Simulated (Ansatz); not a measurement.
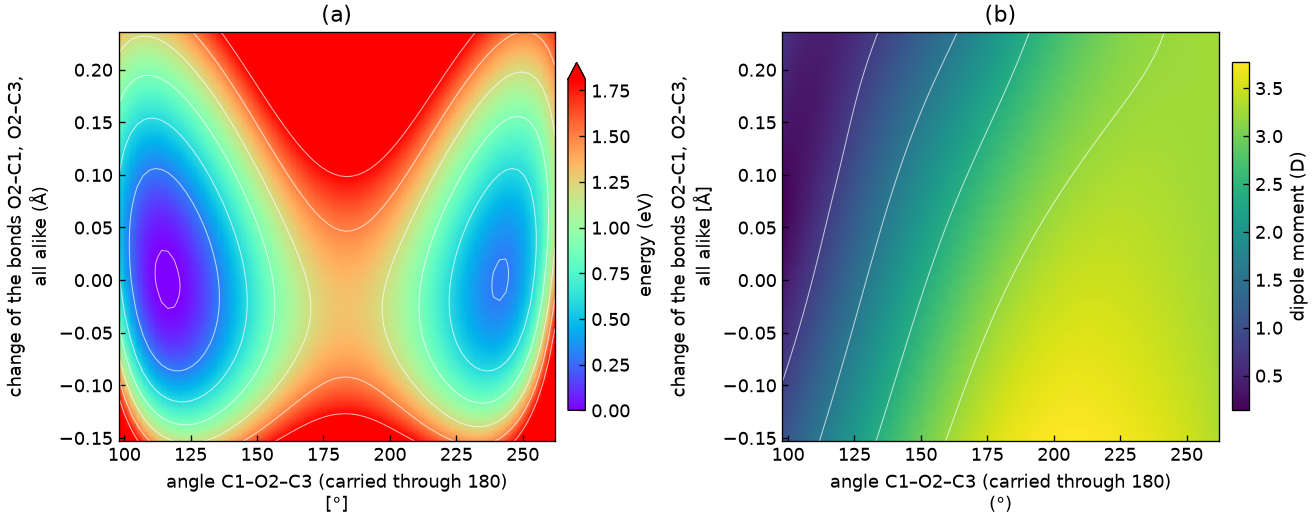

C2H7NOSi, SMILES COC=N[SiH3]. Coordinates scanned: (1) angle C1–O2–C3 (carried through 180); (2) change of the bonds O2–C1, O2–C3, all alike. Nothing is relaxed (all other coordinates rigid). The grid has 13 × 13 points. Points are written as (first, second). All energies are given in eV relative to the lowest grid point. Theory: RKS PBE-D4/def2-SVP in Ansatz 0.2.0.

Panel (a) is the energy and panel (b) the computed dipole moment on the same grid.

The picture shows a smooth colour map with a few white contour lines, one colour for all values above the top of the scale. Between grid points the surface is interpolated.

**How does the dipole moment vary over the map, and what is it at the lowest grid point?**

Leaving out the highest fifth of the energies, it runs from 0.14 D at (97.9°, 0.074 Å) to 3.73 D at (221.0°, −0.153 Å). At the lowest grid point, (111.6°, 0.009 Å), it is 0.86 D.

```
second ↓, first →  97.9  111.6  125.3  139.0  152.6  166.3  180.0  193.7  207.4  221.0  234.7  248.4  262.1
            0.236  0.74   0.45   0.60   0.93   1.29   1.67   2.08   2.48   2.80   3.03   3.16   3.23   3.26
            0.204  0.61   0.41   0.68   1.07   1.45   1.84   2.24   2.60   2.90   3.09   3.19   3.23   3.25
            0.171  0.48   0.41   0.79   1.22   1.62   2.01   2.40   2.74   3.00   3.16   3.23   3.25   3.24
            0.139  0.35   0.45   0.90   1.36   1.78   2.18   2.55   2.86   3.09   3.22   3.27   3.26   3.24
            0.106  0.22   0.52   1.02   1.50   1.94   2.34   2.70   2.99   3.19   3.29   3.30   3.28   3.24
            0.074  0.14   0.62   1.14   1.64   2.08   2.49   2.84   3.11   3.28   3.35   3.34   3.29   3.24
            0.042  0.18   0.73   1.27   1.77   2.23   2.63   2.97   3.22   3.36   3.40   3.38   3.31   3.24
            0.009  0.31   0.86   1.40   1.91   2.37   2.77   3.10   3.32   3.44   3.46   3.42   3.34   3.25
           −0.023  0.45   1.00   1.54   2.05   2.51   2.90   3.21   3.42   3.51   3.52   3.46   3.37   3.26
           −0.056  0.60   1.14   1.68   2.19   2.64   3.03   3.32   3.51   3.58   3.57   3.50   3.40   3.27
           −0.088  0.76   1.29   1.82   2.32   2.77   3.14   3.42   3.58   3.65   3.62   3.55   3.44   3.29
           −0.120  0.92   1.44   1.96   2.46   2.90   3.25   3.51   3.66   3.71   3.68   3.60   3.48   3.31
           −0.153  1.08   1.59   2.11   2.60   3.02   3.36   3.60   3.73   3.77   3.73   3.65   3.53   3.33
```
